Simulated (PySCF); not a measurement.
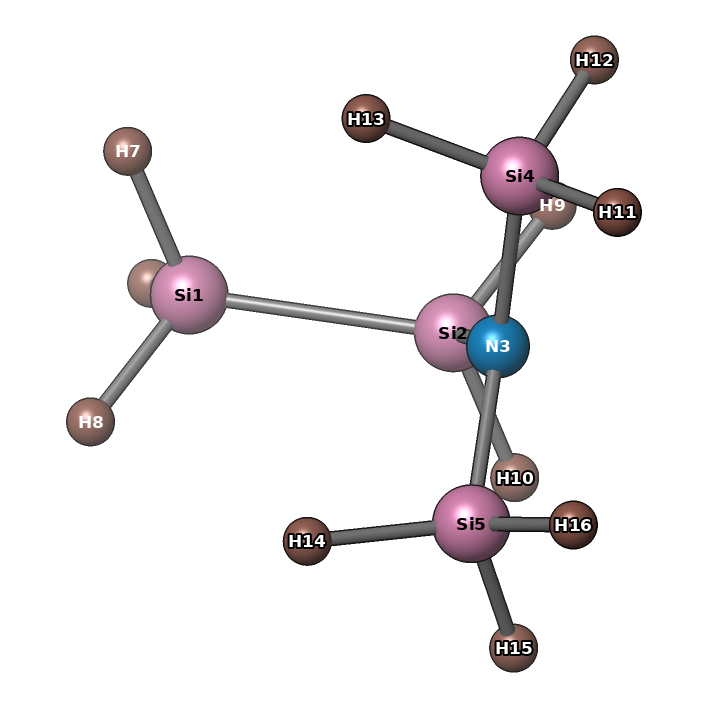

Si2 lies behind N3. The molecule seen a little off the N3–Si2 bond, N3 in front. Depth is shown by fading: the farther an atom, the more it takes the colour of the background. Geometry: an end point of a reaction path computed with GFN2-xTB.

**What is the torsion angle Si4–N3–Si2–Si1? The sign is positive where the front bond must turn clockwise to cover the back bond.**

−82°, about perpendicular.
